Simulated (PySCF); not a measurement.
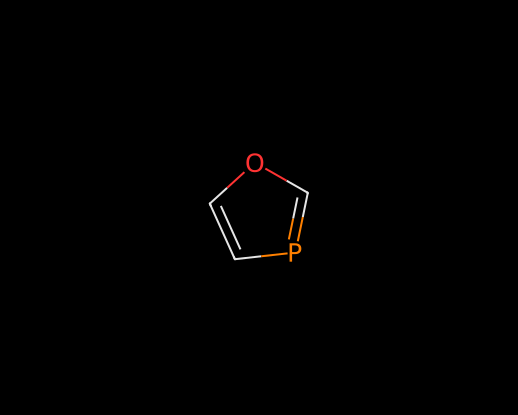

The computed structure is the end point of a GFN2-xTB optimisation. No frequency run is at hand to confirm it as a minimum. Level of theory: ωB97X-D/def2-SVPD, gas phase (PySCF 2.14.0). Excitations: vertical, linear response.

Computed properties:

The species is C₃H₃OP (`c1cpco1`).
- dipole moment: 1.19 D
- HOMO energy (Kohn–Sham orbital): −8.75 eV
- LUMO energy (Kohn–Sham orbital): 0.82 eV
- HOMO–LUMO gap: 9.58 eV
- mean static polarisability: 58.4 bohr³
- lowest vertical singlet excitation: 5.53 eV
- its oscillator strength: 0.089
- brightest of the 8 lowest singlets: 6.88 eV
- its oscillator strength: 0.27

The geometry is semi-empirical. Around P such bond lengths and angles can be off by a tenth of an ångström or more and by several degrees, and values that hang on the shape move with them.
